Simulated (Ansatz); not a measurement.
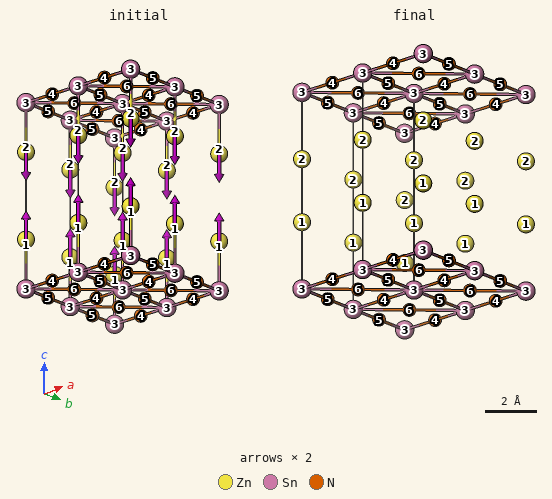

The structure of a crystal of Zn2SnN3 (a generated structure, set up in P6/mmm) (coarse preliminary run) before (left) and after (right) a relaxation, at one scale. The purple arrows give the displacements (the part carried along by the change of the cell is left out), 2 times their true length.

Style: ball-and-stick. Shown: the cell of the calculation, repeated 2 × 2 × 1 with one cell outlined, from a free direction.

Method: DFT PBE, scalar-relativistic, plane waves, PAW in Ansatz.

Input
```yaml
crystal:
  lattice:
    - [3.82500418, 0.0, 0.0]
    - [-1.91250209, 3.31255079, 0.0]
    - [0.0, 0.0, 7.53119341]
  atoms:
    - { symbol: Zn, position: [0.0, 0.0, 0.26510364] }
    - { symbol: Zn, position: [0.0, 0.0, 0.73489636] }
    - { symbol: Sn, position: [0.0, 0.0, 0.0] }
    - { symbol: "N", position: [0.5, 0.0, 0.0] }
    - { symbol: "N", position: [0.0, 0.5, 0.0] }
    - { symbol: "N", position: [0.5, 0.5, 0.0] }
basis:
  ecutwfc: 420
kpoints:
  mp_grid: { grid: [6, 6, 2] }
hamiltonian:
  xc: pbe
scf:
  occupations: { method: gaussian, width: 0.1 }
  lower_state_search: "off"
output:
  forces: true
  stress: true
  eigenvalues: true
relax:
  adjacent_minimum: "off"
  f_tol: 0.04
  max_steps: 70
  cell: { stress_tol: 0.4 }
```

Command:
```bash
ansatz run input.yaml --threads 1 --pin off --max-ram 2560MiB --backend cpu --events-out ev --progress --plain --runs-dir out
```

Summarise the run.

The largest moves relative to the cell, 0.59 Å, are those of Zn1 and Zn2. Zn2 goes along −c. N and Sn stay in place. The volume changes by +41.8 %, with a = b 3.825 → 4.435 Å (+15.9 %), c 7.531 → 7.946 Å (+5.5 %). Near-neighbour distances that change, for instance: Zn1–Sn3 1.997 → 2.699 Å, N4–N5 1.913 → 2.217 Å, Sn3–N4 1.913 → 2.217 Å. Bonds break: Zn1–Sn3 (2.00 → 2.70 Å), Zn2–Sn3 (2.00 → 2.70 Å). The space group stays P6/mmm (No. 191). Over 7 accepted moves (9 points after the start) the energy falls by 1829 meV per atom. Largest force component: 13 eV/Å at the start, 0.0016 eV/Å at the end. The pressure goes from 72.47 to 0.09 GPa. At 2 points the geometry stayed and the basis and grid were re-selected for the new cell (energy shift of 41.9 meV per atom at most each time). Cost: 93 s on 1 thread of Intel(R) Xeon(R) Processor @ 2.50GHz (Skylake/Cascade Lake), on a shared host, peak memory 0.44 GiB.

Limits of the set-up: the k-point mesh is coarse for a cell with partly filled bands; layers or molecules are held without a dispersion correction, so their spacing is unreliable.
